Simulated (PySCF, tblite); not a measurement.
# H25In8N9S11: electronic excitations

Wanted: electronic excitations for H25In8N9S11.

Programs: tblite 0.8.0 and PySCF 2.14.0, with routines of our own; each step states its level. All values are computed. Atoms count from 0.

## 1. The starting structure

53 atoms, charge 0, multiplicity 1; geometry from: force field, distance geometry or constructed start.

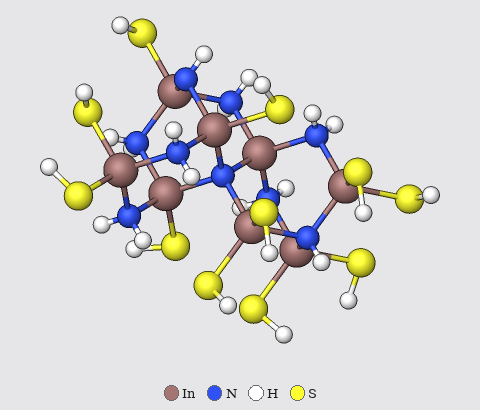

The starting geometry (indium brown, nitrogen blue, hydrogen white, sulfur yellow); sticks join atoms by distance alone.

## 2. Relaxing the molecule with GFN2-xTB

Job settings and geometry (Å):

```
{"job": {"kind": "relax", "xc": "GFN2-xTB", "basis": "xTB"}, "charge": 0, "multiplicity": 1}
In    -3.636900     2.091700     0.790400
In     3.397800     0.063100    -2.090100
In    -0.115200     0.058200     3.668200
In    -0.121100     0.064900    -2.089400
In     1.639300    -0.957300     0.795400
In     1.637000    -2.989700    -2.085800
In    -1.881000    -0.954400     0.788700
In    -0.117000     2.096200     0.793500
N     -3.639100     0.058400     0.072800
N     -1.883900     3.109300     0.074800
N      1.638200    -0.957300    -2.804100
N      3.398500     0.058500     0.073200
N      1.636900    -0.955400     2.953400
N     -1.878900    -0.956700     2.945700
N     -0.122600     2.098600     2.948600
N     -0.122300     0.061100     0.079500
N      1.640700    -2.987300     0.074100
H     -1.882200     4.087200     0.418900
H     -1.881700     3.111900    -0.964300
H      2.492200    -3.478500     0.422600
H      0.788800    -3.475600     0.421400
H     -4.491900    -0.428300     0.419700
H     -3.638400     0.065100    -0.960200
H      1.636100    -1.940900     3.293600
H      2.489900    -0.463200     3.296000
H      0.722600     2.582900     3.297600
H     -0.968900     2.586100     3.294400
H      4.249500    -0.429200     0.421100
H      3.401600     1.041400     0.417900
H     -1.880000    -1.936200     3.298500
H      1.643900    -0.955500    -3.843100
S      3.655100    -4.152200    -2.906300
H      2.886700    -5.084700    -3.630500
S     -0.118300     2.387900    -2.902800
H     -0.598700     1.998900    -4.173500
S     -0.376000    -4.151300    -2.909400
H     -0.241800    -3.590500    -4.193300
S     -1.880200    -3.282300    -0.033900
H     -3.174200    -3.520800     0.470300
S     -5.663400     3.261300    -0.030100
H     -6.094800     3.534900     1.281100
S     -0.114500     0.054900     6.140900
H     -1.515100     0.200000     6.185200
S     -2.134600    -1.104400    -2.908300
H     -2.005400    -0.539200    -4.186800
S     -3.643700     2.095100     3.258600
H     -4.920700     1.513900     3.313000
S      1.896000     3.260500    -0.029000
H      1.536700     4.453100     0.619000
S      5.419600    -1.103200    -2.904500
H      5.890600     0.050600    -3.540800
S      3.407600     2.390500    -2.906800
H      3.646400     1.975800    -4.229100
```

On the command line:

```
> OMP_NUM_THREADS=4 python large_run.py task.json out
```

The driver reads the jobs from task.json and runs them one after another.

What it wrote:

```text
step      E/eV     max force
  0   -2311.28228    2.594
  1   -2312.20380    1.985
  2   -2312.85756    0.742
  3   -2312.96728    0.605
  4   -2313.06994    0.334
  5   -2313.09965    0.340
  6   -2313.14115    0.325
  7   -2313.17777    0.354
  8   -2313.20749    0.270
  9   -2313.22803    0.206
 10   -2313.24923    0.200
 11   -2313.27555    0.301
 12   -2313.30275    0.357
 13   -2313.32636    0.324
 14   -2313.34917    0.297
 15   -2313.37453    0.296
 16   -2313.39963    0.352
 17   -2313.41987    0.364
 18   -2313.43318    0.221
 19   -2313.44297    0.179
 20   -2313.45327    0.205
 21   -2313.46399    0.301
 22   -2313.47676    0.356
 23   -2313.49371    0.311
 24   -2313.51374    0.226
 25   -2313.53298    0.245
 26   -2313.55004    0.306
 27   -2313.56611    0.288
 28   -2313.58225    0.203
 29   -2313.59778    0.217
 30   -2313.61050    0.201
 31   -2313.62084    0.220
 32   -2313.63062    0.175
 33   -2313.64063    0.169
 34   -2313.65085    0.176
 35   -2313.66035    0.233
 36   -2313.66985    0.269
 37   -2313.68045    0.226
 38   -2313.69655    0.200
 39   -2313.70460    0.258
 40   -2313.72291    0.269
 41   -2313.73858    0.222
 42   -2313.75684    0.253
 43   -2313.77285    0.242
 44   -2313.78294    0.475
 45   -2313.80360    0.321
 46   -2313.82102    0.231
 47   -2313.85380    0.286
 48   -2313.86727    0.301
 49   -2313.89497    0.282
 50   -2313.93295    0.341
 51   -2313.95032    0.313
 52   -2313.97279    0.314
 53   -2314.00862    0.317
 54   -2314.02360    0.183
 55   -2314.04204    0.241
 56   -2314.05751    0.203
 57   -2314.07383    0.225
 58   -2314.09185    0.201
 59   -2314.10600    0.244
 60   -2314.11965    0.246
 61   -2314.13383    0.196
 62   -2314.15493    0.203
 63   -2314.17102    0.251
 64   -2314.18537    0.267
 65   -2314.20032    0.212
 66   -2314.21762    0.197
 67   -2314.23519    0.242
 68   -2314.24821    0.475
 69   -2314.26747    0.323
 70   -2314.28833    0.246
 71   -2314.32410    0.335
 72   -2314.34547    0.358
 73   -2314.38426    0.308
 74   -2314.41287    0.329
 75   -2314.43739    0.338
 76   -2314.45847    0.385
 77   -2314.47929    0.264
 78   -2314.50665    0.220
 79   -2314.51670    0.188
 80   -2314.53131    0.181
 81   -2314.54631    0.191
 82   -2314.55897    0.210
 83   -2314.57010    0.315
 84   -2314.58193    0.229
 85   -2314.59934    0.210
 86   -2314.61405    0.238
 87   -2314.62865    0.224
 88   -2314.64009    0.200
 89   -2314.64890    0.137
 90   -2314.65597    0.150
 91   -2314.66334    0.196
 92   -2314.67154    0.217
 93   -2314.68091    0.179
 94   -2314.69084    0.188
 95   -2314.70121    0.224
 96   -2314.71270    0.224
 97   -2314.72614    0.185
 98   -2314.74051    0.196
 99   -2314.75395    0.216
100   -2314.76509    0.178
101   -2314.77447    0.238
102   -2314.77945    0.295
103   -2314.78894    0.226
104   -2314.79636    0.159
105   -2314.80779    0.127
106   -2314.81453    0.152
107   -2314.82448    0.134
108   -2314.83215    0.133
109   -2314.83860    0.247
110   -2314.84773    0.147
111   -2314.85536    0.145
112   -2314.86480    0.171
113   -2314.87037    0.144
114   -2314.87901    0.143
115   -2314.88428    0.136
116   -2314.88792    0.154
117   -2314.89147    0.089
118   -2314.89511    0.103
119   -2314.89917    0.100
120   -2314.90284    0.128
121   -2314.90743    0.117
122   -2314.91237    0.124
123   -2314.91727    0.113
124   -2314.92146    0.096
125   -2314.92512    0.093
126   -2314.92863    0.108
127   -2314.93224    0.122
128   -2314.93578    0.171
129   -2314.93968    0.123
130   -2314.94400    0.117
131   -2314.94672    0.078
132   -2314.94998    0.098
133   -2314.95329    0.106
134   -2314.95623    0.096
135   -2314.95883    0.086
136   -2314.96137    0.075
137   -2314.96396    0.093
138   -2314.96668    0.108
139   -2314.96960    0.109
140   -2314.97274    0.091
141   -2314.97581    0.098
142   -2314.97846    0.106
143   -2314.98093    0.104
144   -2314.98349    0.099
145   -2314.98632    0.096
146   -2314.98888    0.084
147   -2314.99118    0.102
148   -2314.99330    0.096
149   -2314.99552    0.079
150   -2314.99776    0.075
151   -2314.99979    0.067
152   -2315.00176    0.079
153   -2315.00397    0.080
154   -2315.00633    0.097
155   -2315.00869    0.078
156   -2315.01065    0.078
157   -2315.01210    0.066
158   -2315.01325    0.053
159   -2315.01442    0.064
160   -2315.01556    0.065
161   -2315.01661    0.064
162   -2315.01756    0.050
163   -2315.01844    0.039
164   -2315.01924    0.042
165   -2315.01998    0.045
166   -2315.02067    0.039
167   -2315.02131    0.035
168   -2315.02187    0.030
169   -2315.02236    0.034
170   -2315.02289    0.039
171   -2315.02356    0.044
172   -2315.02436    0.044
173   -2315.02520    0.051
174   -2315.02598    0.054
175   -2315.02661    0.041
176   -2315.02714    0.035
177   -2315.02765    0.033
178   -2315.02819    0.044
179   -2315.02883    0.047
180   -2315.02956    0.045
181   -2315.03023    0.043
182   -2315.03076    0.034
183   -2315.03120    0.035
184   -2315.03165    0.032
185   -2315.03209    0.033
186   -2315.03247    0.031
187   -2315.03282    0.042
188   -2315.03324    0.040
189   -2315.03374    0.037
190   -2315.03428    0.035
191   -2315.03481    0.039
192   -2315.03531    0.037
193   -2315.03578    0.036
194   -2315.03617    0.030
195   -2315.03645    0.026
196   -2315.03669    0.035
197   -2315.03700    0.037
198   -2315.03741    0.039
199   -2315.03791    0.034
200   -2315.03841    0.039
201   -2315.03885    0.042
202   -2315.03924    0.035
203   -2315.03960    0.030
204   -2315.03993    0.025
205   -2315.04023    0.031
206   -2315.04051    0.030
207   -2315.04080    0.028
208   -2315.04110    0.028
209   -2315.04140    0.027
210   -2315.04165    0.025
211   -2315.04183    0.018
```

Run time: 46 s. Hardware: 4 threads of Arm Neoverse N1, shared host; peak memory 0.16 GiB.

Relaxation path:

```csv
step,energy from step 0 (eV),largest force (eV/Å)
0,0.0000,2.5938
1,-0.9215,1.9851
2,-1.5753,0.7416
3,-1.6850,0.6052
4,-1.7877,0.3343
5,-1.8174,0.3396
6,-1.8589,0.3251
7,-1.8955,0.3544
8,-1.9252,0.2703
26,-2.2678,0.3060
44,-2.5007,0.4746
62,-2.8727,0.2038
80,-3.2490,0.1806
98,-3.4582,0.1955
116,-3.6056,0.1549
134,-3.6739,0.0961
152,-3.7195,0.0786
170,-3.7406,0.0396
188,-3.7510,0.0395
207,-3.7585,0.0279
208,-3.7588,0.0277
209,-3.7591,0.0262
210,-3.7594,0.0257
211,-3.7596,0.0185
```

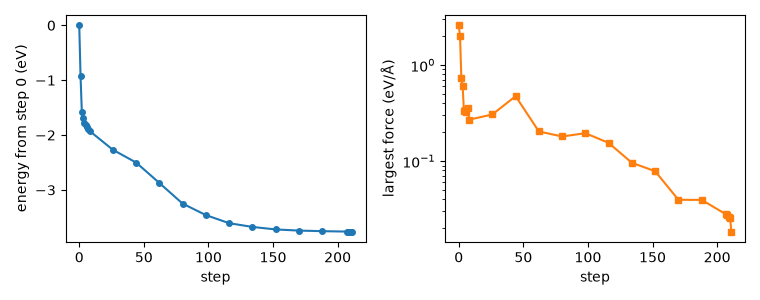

Energy and largest force along the relaxation.

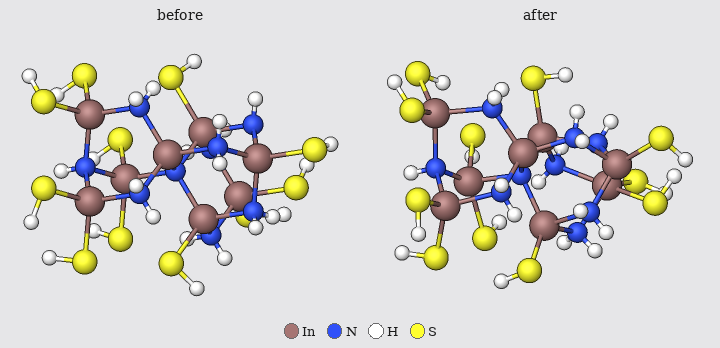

The geometry before (left) and after (right).

Close pairs (by a distance rule), those that changed most:

```csv
bond,before (Å),after (Å),change (Å)
In0–N13,4.127,2.223,-1.903
In2–S45,4.095,2.668,-1.427
In6–S43,3.709,2.883,-0.826
In7–S33,3.708,2.887,-0.821
In2–N12,2.147,2.367,+0.221
In0–N8,2.156,2.302,+0.146
In0–S45,2.468,2.599,+0.131
In1–N11,2.163,2.285,+0.122
```

The next job starts from the end point, and lists it.

## 3. Electronic excitations: TDA PBE0/def2-SVP

Job settings and geometry (Å):

```
{"job": {"kind": "uv", "basis": "def2-SVP", "grid": 1, "kgrid": 0, "vcut": 1.5, "nstates": 6, "ntriplets": 2, "tda": true, "delta": [], "pop": true, "xc": "PBE0"}, "charge": 0, "multiplicity": 1}
In    -3.511541     1.664635     1.418179
In     3.624478     0.140247    -2.081483
In    -0.929992     0.410922     3.306614
In     0.112284    -0.000587    -2.575316
In     1.242267    -1.002752     0.551437
In     2.025317    -3.230744    -2.377830
In    -2.064668    -0.862425    -0.104740
In    -0.022836     2.194485     0.092603
N     -3.617311     0.582531    -0.610648
N     -2.023641     3.036870     0.427392
N      1.937957    -1.065296    -2.937107
N      3.086004     0.032900     0.136534
N      0.662336    -1.180293     2.574150
N     -2.468631    -0.228410     1.938832
N      0.346303     1.862647     2.306281
N     -0.158581     0.099529    -0.450633
N      1.455432    -2.985402    -0.196266
H     -1.878212     3.825672     1.056131
H     -2.429806     3.429872    -0.422811
H      2.152404    -3.501862     0.341200
H      0.566154    -3.479347    -0.054189
H     -4.512206     0.093809    -0.620067
H     -3.591515     1.137085    -1.465589
H      0.224704    -2.090077     2.720547
H      1.435253    -1.146696     3.236641
H      1.325742     1.591259     2.415745
H      0.271369     2.773793     2.761174
H      3.890656    -0.381452     0.609973
H      3.036132     1.011133     0.443027
H     -3.105402    -0.877680     2.407681
H      2.081592    -1.053617    -3.950293
S      4.314687    -3.918156    -2.188351
H      4.031165    -5.064743    -2.780459
S     -0.464969     2.420164    -2.751339
H     -1.758514     2.126475    -2.615033
S      0.383814    -4.563327    -3.511362
H     -0.642852    -3.867259    -3.046777
S     -1.907434    -3.256978     0.179246
H     -2.028021    -3.175013     1.499687
S     -5.860811     2.126171     1.507513
H     -5.791580     2.758759     2.662568
S     -0.654603    -0.391383     5.553686
H     -1.190338     0.681315     6.100117
S     -1.900085    -1.380736    -2.935885
H     -2.623424    -0.431140    -3.522922
S     -2.586312     2.462470     3.711928
H     -3.452522     1.690523     4.362699
S      2.036573     3.464718     0.022700
H      2.021557     3.720743    -1.268886
S      5.879976    -0.675534    -2.071661
H      6.337928     0.564773    -2.166148
S      3.101074     2.203045    -3.249406
H      3.601756     1.721788    -4.383087
```

With the program's defaults for keys left out, this is: TDA PBE0/def2-SVP, vertical, gas phase, core orbitals frozen in the response, virtual orbitals cut by energy.

What it wrote:

```text
start: PBE on a coarse grid of 220302 points
cycle   1  E = -6283.8881313206  dE = -5.243e+01  |g| = 1.795e+01  |ddm| = 4.986e+01
cycle   2  E = -4167.5896298209  dE =  2.116e+03  |g| = 3.808e+01  |ddm| = 2.892e+02
cycle   3  E = -6162.0244278543  dE = -1.994e+03  |g| = 1.956e+01  |ddm| = 2.939e+02
cycle   4  E = -5560.5151285740  dE =  6.015e+02  |g| = 3.689e+01  |ddm| = 1.340e+02
cycle   5  E = -6229.6312228402  dE = -6.691e+02  |g| = 1.716e+01  |ddm| = 1.167e+02
cycle   6  E = -5777.2212409106  dE =  4.524e+02  |g| = 2.583e+01  |ddm| = 8.955e+01
cycle   7  E = -6361.9242432813  dE = -5.847e+02  |g| = 8.948e+00  |ddm| = 8.345e+01
cycle   8  E = -6216.8608133505  dE =  1.451e+02  |g| = 1.946e+01  |ddm| = 4.396e+01
cycle   9  E = -6376.2295308589  dE = -1.594e+02  |g| = 7.606e+00  |ddm| = 3.882e+01
cycle  10  E = -6378.8225626042  dE = -2.593e+00  |g| = 6.865e+00  |ddm| = 1.790e+01
cycle  11  E = -6317.1683520612  dE =  6.165e+01  |g| = 1.286e+01  |ddm| = 4.505e+01
cycle  12  E = -6404.6528413243  dE = -8.748e+01  |g| = 1.654e+00  |ddm| = 4.232e+01
cycle  13  E = -6402.2664699415  dE =  2.386e+00  |g| = 3.021e+00  |ddm| = 7.051e+00
cycle  14  E = -6405.2597406938  dE = -2.993e+00  |g| = 9.343e-01  |ddm| = 5.594e+00
cycle  15  E = -6405.4567255005  dE = -1.970e-01  |g| = 4.439e-01  |ddm| = 1.665e+00
cycle  16  E = -6405.4940783253  dE = -3.735e-02  |g| = 2.309e-01  |ddm| = 7.081e-01
cycle  17  E = -6405.5072353851  dE = -1.316e-02  |g| = 6.204e-02  |ddm| = 3.277e-01
cycle  18  E = -6405.5081763934  dE = -9.410e-04  |g| = 3.080e-02  |ddm| = 1.157e-01
cycle  19  E = -6405.5082964460  dE = -1.201e-04  |g| = 2.176e-02  |ddm| = 6.302e-02
cycle  20  E = -6405.5084203471  dE = -1.239e-04  |g| = 5.640e-03  |ddm| = 3.302e-02
final grid: 220302 points
cycle  21  E = -6405.9294538508  dE = -2.839e-02  |g| = 5.951e-02  |ddm| = 8.005e-01
cycle  22  E = -6405.9297386209  dE = -2.848e-04  |g| = 3.818e-02  |ddm| = 1.467e-01
cycle  23  E = -6405.9299858779  dE = -2.473e-04  |g| = 2.363e-02  |ddm| = 7.843e-02
cycle  24  E = -6405.9301260992  dE = -1.402e-04  |g| = 5.019e-03  |ddm| = 2.993e-02
cycle  25  E = -6405.9301333223  dE = -7.223e-06  |g| = 2.661e-03  |ddm| = 7.779e-03
cycle  26  E = -6405.9301373099  dE = -3.988e-06  |g| = 7.117e-04  |ddm| = 3.413e-03
cycle  27  E = -6405.9301335373  dE =  3.773e-06  |g| = 1.993e-04  |ddm| = 9.300e-04
cycle  28  E = -6405.9301356234  dE = -2.086e-06  |g| = 1.076e-04  |ddm| = 2.888e-04
cycle  29  E = -6405.9301323755  dE =  3.248e-06  |g| = 2.195e-05  |ddm| = 1.314e-04
converged SCF energy = -6405.9301323755

Static polarisability (au): isotropic 492.778, principal 446.402 458.342 573.592

Singlet excitations
state   eV       nm        f      main configurations
  1   3.9951    310.3   0.00583   H->L 0.66, H-2->L 0.25
  2   4.1152    301.3   0.00067   H-2->L 0.47, H-4->L 0.19, H->L 0.16
  3   4.1211    300.9   0.03516   H-4->L 0.72, H-2->L 0.08
  4   4.2657    290.7   0.00099   H-1->L 0.85
  5   4.3280    286.5   0.02971   H-7->L 0.39, H-6->L 0.34, H-8->L 0.09
  6   4.3558    284.6   0.01975   H-6->L 0.35, H-8->L 0.21, H-5->L 0.15

Triplet excitations (Tamm-Dancoff, eV): 3.8509 3.9353
```

Run time: 12 min. Hardware: 4 threads of Arm Neoverse N1, shared host; peak memory 3.3 GiB.

Frontier orbitals and where they lie:

```csv
orbital,eV,atoms
HOMO−4,-7.01,"S31 41 %, S49 23 %, S35 9 %"
HOMO−3,-6.99,"S39 42 %, S45 14 %, S41 11 %"
HOMO−2,-6.93,"S35 53 %, S31 14 %, S39 10 %"
HOMO−1,-6.87,"S41 64 %, S39 15 %, In2 5 %"
HOMO,-6.78,"N13 23 %, S39 19 %, S45 18 %"
LUMO,-2.08,"In3 24 %, N10 8 %, In1 7 %"
LUMO+1,-1.39,"In3 20 %, In4 9 %, S33 6 %"
LUMO+2,-1.11,"In7 13 %, In1 10 %, In4 8 %"
LUMO+3,-0.64,"In5 12 %, In1 10 %, In7 6 %"
```

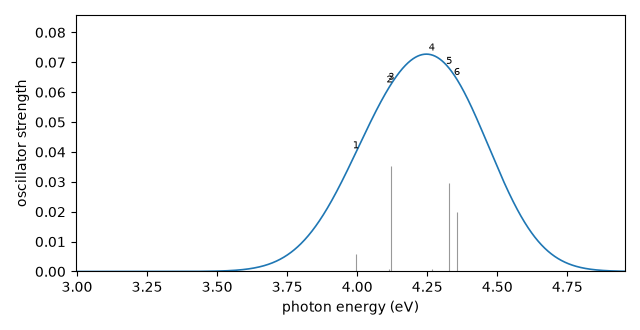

Absorption spectrum from the 6 singlet states computed; above the last one it falls off for lack of states. Lines are broadened to a width of 0.40 eV (Gaussian).

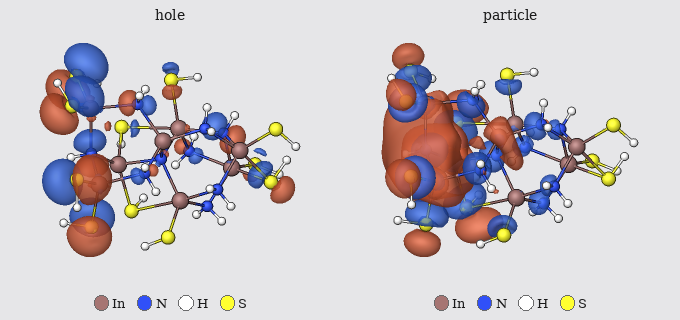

Leading natural transition orbitals of singlet state 3: the electron leaves the hole (left) for the particle orbital (right).

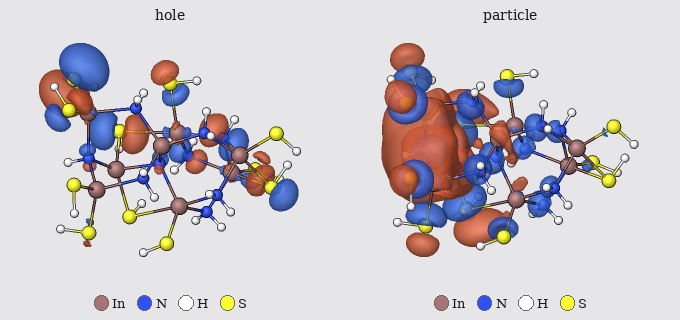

Leading natural transition orbitals of singlet state 1: the electron leaves the hole (left) for the particle orbital (right).

Ground-state properties from the same run:

```csv
property,computed
dipole moment (D),2.33
polarisability (Å³),73.02
HOMO–LUMO gap (eV),4.70
−ε(HOMO) (eV),6.78
```

The fields below are evaluated on a grid from the run's orbitals.

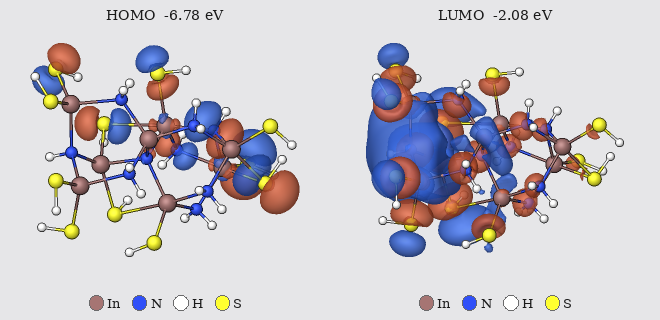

PBE0/def2-SVP orbitals near the gap, drawn at the value that encloses 70 % of each; the two colours are the two signs.

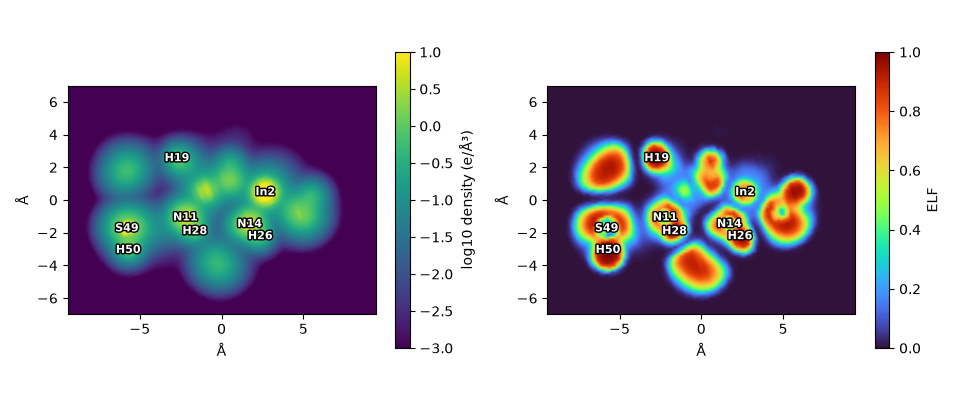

Density (left) and ELF (right) in a plane through or near 8 of the atoms.

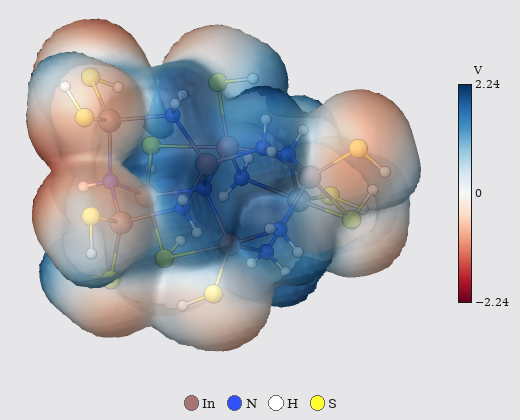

The potential that a unit positive charge feels on the 0.002 e/bohr³ surface, from -1.08 V near S49 to 2.24 V near H25.

In these pictures sticks join atoms by distance alone, so bonds to metals can be missing or extra.

## 4. What came out

| quantity | value |
| --- | --- |
| lowest singlet (PBE0/def2-SVP) | 4.00 eV (310 nm), f = 0.006 |
| brightest single state of those computed | state 3, 4.12 eV, f = 0.035 |
| lowest triplet | 3.85 eV |
| surface potential, least and greatest | -1.08 V and 2.24 V |

In words: The first singlet state (HOMO→LUMO 0.66, HOMO−2→LUMO 0.25) lies at 4.00 eV and is weak; of the 6 states computed, the strongest absorption comes from states 5 to 6 together at 4.33 eV (the last computed, so partners may be missing). The lowest triplet lies 0.14 eV below the lowest singlet. Spin-orbit coupling, left out, mixes singlets and triplets in elements this heavy. At PBE0/def2-SVP, counted by nearest atom on the grid, the HOMO lies on N13 22 %; S39, S45 about 17 % each, the LUMO on In3 19 %; S33 8 %.
